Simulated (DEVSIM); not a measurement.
System: illuminated Si p-on-n cell, one wavelength, with a back-surface field, at 300 K.

```
layer (left to right)  material  thickness (μm)  Nd (cm⁻³)  Na (cm⁻³)  τn (s)  τp (s)  absorption coefficient (cm⁻¹)
---------------------  --------  --------------  ---------  ---------  ------  ------  -----------------------------
1                            Si          0.0720          -     7.3e18  9.6e-6  6.1e-6                            400
2                            Si            94.0     4.4e15          -  3.2e-5  3.2e-5                            400
3                            Si           0.140     2.1e18          -  3.2e-5  3.2e-5                            400
```

Left contact: ohmic, minority electron recombination velocity 1e5 cm/s. Right contact: ohmic, minority hole recombination velocity 1e5 cm/s. Voltage is applied to the left contact. Recombination: SRH at mid-gap, radiative, Auger. Light enters at the left, 8.6e17 photons cm⁻² s⁻¹, one pass, no reflection. Mobility is μmin + (μ − μmin)/(1 + (N/Nref)^α).

The device is made up for the run: typed textbook-type constants, with dimensions and the other settings drawn at random. Values at 300 K.

| parameter | Si |
|---|---|
| gap (eV) | 1.124 |
| affinity (eV) | 4.05 |
| permittivity | 11.7 |
| Nc (cm⁻³) | 2.86e19 |
| Nv (cm⁻³) | 3.1e19 |
| μn (cm²/Vs) | 1417 |
| μp (cm²/Vs) | 470 |
| μn,min | 52 |
| μp,min | 45 |
| Nref,n | 9.7e16 |
| Nref,p | 2.2e17 |
| αn | 0.68 |
| αp | 0.72 |
| B (cm³/s) | 4.7e-15 |
| Cn (cm⁶/s) | 2.8e-31 |
| Cp (cm⁶/s) | 9.9e-32 |

DEVSIM, 1D drift-diffusion, Boltzmann statistics, complete ionisation; no tunnelling, impact ionisation, image-force lowering or self-heating.

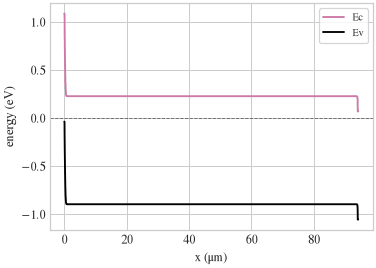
*Band edges at zero bias, in the dark*

Energies count from the Fermi level of the right contact; mesh points crowd at the junctions.

```csv
x (μm),Ec (eV),Ev (eV),n (cm⁻³),p (cm⁻³),field (V/cm)
0.000,1.087,-0.037,< 1e2,7.3e18,≈ 0
0.02521,1.087,-0.037,< 1e2,7.3e18,≈ 0
0.05580,1.087,-0.037,< 1e2,7.3e18,≈ 0
0.07994,0.993,-0.131,590,2.0e17,-51000
0.1523,0.769,-0.355,3400000,3.4e13,-27000
0.3146,0.429,-0.695,1.8e12,6.4e7,-15000
0.7022,0.228,-0.896,4.2e15,28000,-210
2.273,0.227,-0.897,4.4e15,26000,≈ 0
5.507,0.227,-0.897,4.4e15,26000,≈ 0
13.44,0.227,-0.897,4.4e15,26000,≈ 0
32.92,0.227,-0.897,4.4e15,26000,≈ 0
74.13,0.227,-0.897,4.4e15,26000,≈ 0
85.96,0.227,-0.897,4.4e15,26000,≈ 0
90.91,0.227,-0.897,4.4e15,26000,≈ 0
93.12,0.227,-0.897,4.4e15,26000,≈ 0
93.72,0.227,-0.897,4.4e15,26000,-30
93.94,0.220,-0.904,5.9e15,20000,-1300
94.03,0.186,-0.938,2.1e16,5400,-9000
94.08,0.070,-1.054,1.9e18,< 1e2,-9400
94.11,0.068,-1.056,2.1e18,< 1e2,≈ 0
94.17,0.068,-1.056,2.1e18,< 1e2,≈ 0
94.21,0.068,-1.056,2.1e18,< 1e2,≈ 0
```
